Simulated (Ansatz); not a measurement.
# C₈H₁₈O₂Sn (Sn(OtBu)2): what the fields show

The calculation's input:

```
crystal:
  periodic: [false, false, false]
  atoms:
    - {symbol: Sn, position_ang: [-0.207249, -1.233891, -1.844425]}
    - {symbol: O, position_ang: [1.716525, -0.953273, -1.411510]}
    - {symbol: C, position_ang: [2.434232, -0.283849, -0.374020]}
    - {symbol: C, position_ang: [2.067628, 1.203291, -0.376268]}
    - {symbol: C, position_ang: [2.090133, -0.919152, 0.976408]}
    - {symbol: C, position_ang: [3.916839, -0.473929, -0.697766]}
    - {symbol: H, position_ang: [2.647746, 1.756858, 0.379895]}
    - {symbol: H, position_ang: [2.282329, 1.641145, -1.364593]}
    - {symbol: H, position_ang: [0.995701, 1.321980, -0.156391]}
    - {symbol: H, position_ang: [1.017874, -0.787670, 1.187810]}
    - {symbol: H, position_ang: [2.670733, -0.457843, 1.791873]}
    - {symbol: H, position_ang: [2.322482, -1.996217, 0.954097]}
    - {symbol: H, position_ang: [4.144851, -0.044601, -1.685675]}
    - {symbol: H, position_ang: [4.161912, -1.546926, -0.726976]}
    - {symbol: H, position_ang: [4.556017, 0.014145, 0.055506]}
    - {symbol: O, position_ang: [-0.926973, -0.226527, -0.235276]}
    - {symbol: C, position_ang: [-2.263753, 0.095644, 0.120068]}
    - {symbol: C, position_ang: [-3.227435, -1.029277, -0.275878]}
    - {symbol: C, position_ang: [-2.276524, 0.287009, 1.638881]}
    - {symbol: C, position_ang: [-2.653707, 1.400118, -0.584052]}
    - {symbol: H, position_ang: [-4.256176, -0.814335, 0.054925]}
    - {symbol: H, position_ang: [-3.253799, -1.162089, -1.371224]}
    - {symbol: H, position_ang: [-2.910919, -1.980332, 0.183267]}
    - {symbol: H, position_ang: [-1.971554, -0.645835, 2.138166]}
    - {symbol: H, position_ang: [-3.277762, 0.569693, 2.002065]}
    - {symbol: H, position_ang: [-1.562229, 1.075129, 1.922321]}
    - {symbol: H, position_ang: [-2.631778, 1.264157, -1.678433]}
    - {symbol: H, position_ang: [-1.939300, 2.196298, -0.323652]}
    - {symbol: H, position_ang: [-3.665840, 1.730281, -0.299129]}
basis:
  gaussian: {orbitals: def2-TZVP, fitting: {mean_field: def2-universal-jkfit}, initial_orbitals: start.molden}
hamiltonian: {xc: pbe0, dispersion: d4}
scf: {omitted_lower_state_checks: [starts]}
output: {orbitals: {seedname: orbitals}}
```

Run with:

```sh
ansatz run in.yaml --threads 2 --pin off --events-out ev --progress --plain --max-ram 20480MiB --backend cuda --devices 0, --max-vram 18GiB
```

Geometry: r2SCAN-D4/def2-SVP; core potentials replace the inner electrons of Sn.

Computed with Ansatz 0.2.0, RKS PBE0-D4/def2-TZVP.

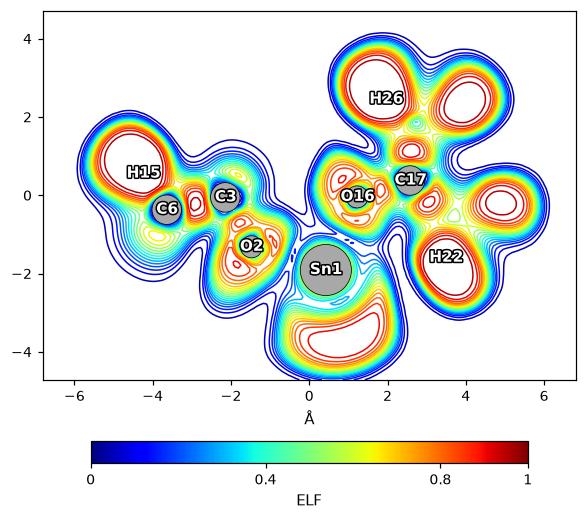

Figure 1. Electron localisation function on the plane of atoms C3, C6 and H15. Grey discs cover the atomic cores.

Question: What does the map show?

Answer: Atoms in the plane: Sn, O, C and H.
C–O (1.42 Å): the ELF peaks at about 0.85 between the atoms, as expected for a shared but strongly polarised pair.
C–C (1.53 Å): the ELF peaks at about 0.95 between the atoms; a covalent bond.
Sn–O (1.99 Å): the ELF peaks at about 0.80 in the valence shell of O, 0.6 Å from its nucleus, and drops to about 0.15 between the two atoms.
C–H (1.10 Å): the ELF climbs to about 1 towards the hydrogen, as it does in any bond to H (a covalent bond by its length).
The ELF also peaks beside O2 and O16, away from the bonds: lone-pair regions.

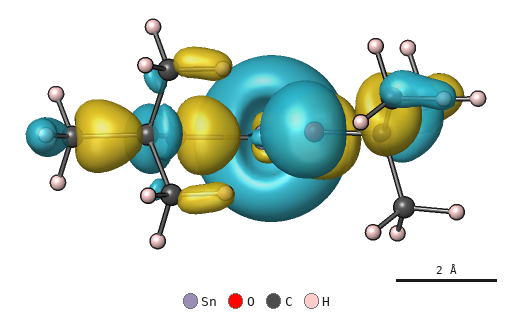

Figure 2. The HOMO at ±0.08 Å⁻³ᐟ² (yellow and cyan are the two phases), seen across its widest extent.

Question: Where does this orbital lie, and at what energy?

Answer: Its weight (Hirshfeld) is mainly on Sn1 (about 35 %), O16 (about 30 %) and O2 (about 10 %). Its energy is −6.98 eV.

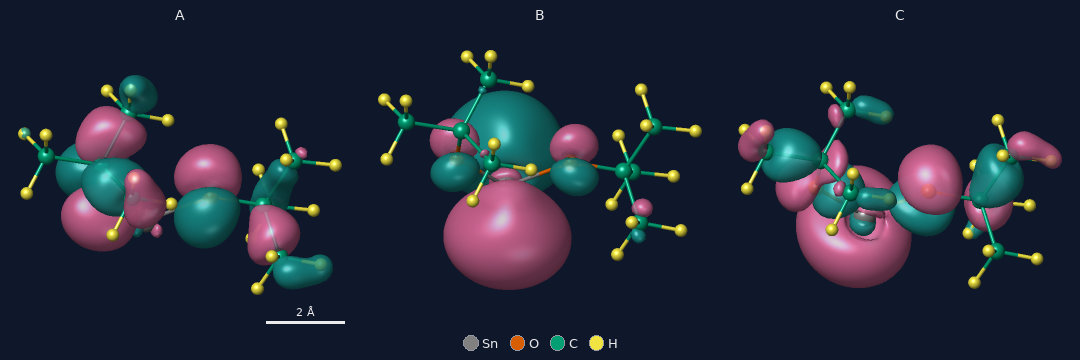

Figure 3. Three frontier orbitals at ±0.08 Å⁻³ᐟ² (teal and pink are the two phases), in no order.

Question: Order the three orbitals by energy and name them.

Answer: A is the HOMO−1 (−7.31 eV). By Hirshfeld shares it lies mainly on O2 (about 35 %), O16 (about 25 %) and C3 (about 5 %). C is the HOMO (−6.98 eV). It lies mainly on Sn1 (about 35 %), O16 (about 30 %) and O2 (about 10 %). B is the LUMO (−1.97 eV). It lies mainly on Sn1 (about 80 %) and O2 (about 5 %).

Question: What is the HOMO–LUMO gap?

Answer: 5.01 eV between the orbital energies.
